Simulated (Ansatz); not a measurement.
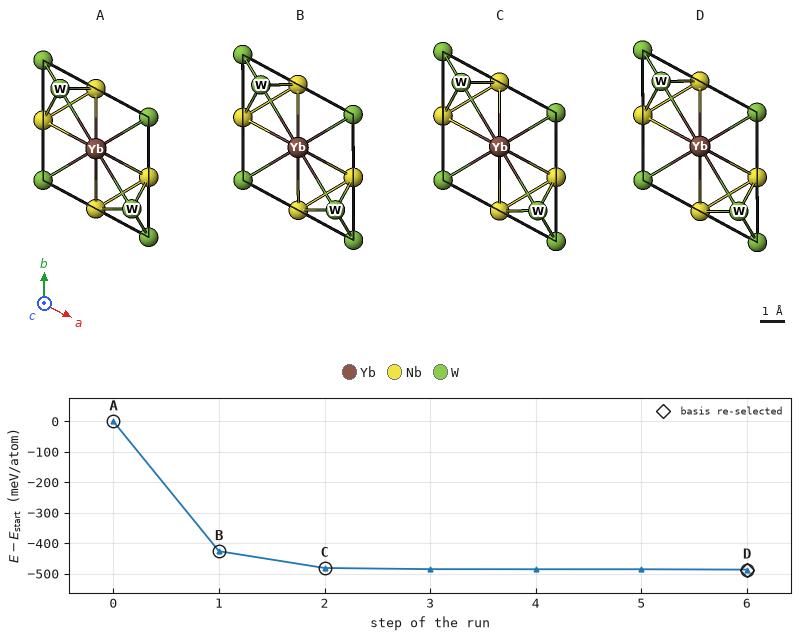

Frames of a relaxation of a crystal of YbNb$_{2}$W$_{3}$ (a generated structure, set up in Cmmm) (coarse preliminary run), marked on the history of the run. Style: ball-and-stick. Shown: the cell of the calculation, along the c axis.

These are results of DFT PBE, scalar-relativistic, plane waves, PAW in Ansatz, not measurements.

Input file:
```yaml
crystal:
  lattice:
    - [2.65359628, -4.4462732, 0.0]
    - [2.65359628, 4.4462732, 0.0]
    - [0.0, 0.0, 4.16742539]
  atoms:
    - { symbol: Yb, position: [0.5, 0.5, 0.0] }
    - { symbol: Nb, position: [0.0, 0.5, 0.5] }
    - { symbol: Nb, position: [0.5, 0.0, 0.5] }
    - { symbol: W, position: [0.1601293, 0.8398707, 0.0] }
    - { symbol: W, position: [0.8398707, 0.1601293, 0.0] }
    - { symbol: W, position: [0.0, 0.0, 0.5] }
basis:
  ecutwfc: 420
kpoints:
  mp_grid: { grid: [4, 4, 4] }
hamiltonian:
  xc: pbe
scf:
  occupations: { method: gaussian, width: 0.1 }
  lower_state_search: "off"
output:
  forces: true
  stress: true
  eigenvalues: true
relax:
  adjacent_minimum: "off"
  f_tol: 0.04
  max_steps: 70
  cell: { stress_tol: 0.4 }
```

Command:
```bash
ansatz run input.yaml --threads 1 --pin off --max-ram 2560MiB --backend cpu --events-out ev --progress --plain --runs-dir out
```

> What happens along the run?

Over 5 accepted moves (6 points after the start) the energy falls by 486 meV per atom. The largest force component goes from 1.2 to 0.0021 eV/Å. Pressure: 49.04 GPa at the start and 0.03 GPa at the end. The SCF was repeated once at an unchanged geometry on a basis and grid sized afresh for the cell, which shifted the energy by 1.2 meV per atom at most. The largest moves relative to the cell, 0.020 Å, are those of W4 and W5. W5 goes along [−1 1 0]. Nb and Yb stay in place. The drawn cell changes as follows: a = b 5.178 → 5.615 Å (+8.4 %), c 4.167 → 4.372 Å (+4.9 %), γ 118.3° → 118.8°; the volume changes by +22.8 %. Among the contacts that change: W4–W5 2.848 → 3.136 Å, Yb1–W4 3.012 → 3.261 Å, Yb1–Nb2 3.323 → 3.558 Å, W4–W5 (another image) 3.098 → 3.325 Å. The space group stays Cmmm (No. 65). From step 0 to 1: W atoms move most (0.03 Å), volume +14.0 %, energy −426 meV per atom. From step 1 to 2: volume +5.8 %, energy −55.1 meV per atom. From step 2 to 6: volume +1.9 %, energy −5.4 meV per atom.

Limits of the set-up: the k-point mesh is coarse for a cell with partly filled bands; 4f states are treated without a Hubbard U.
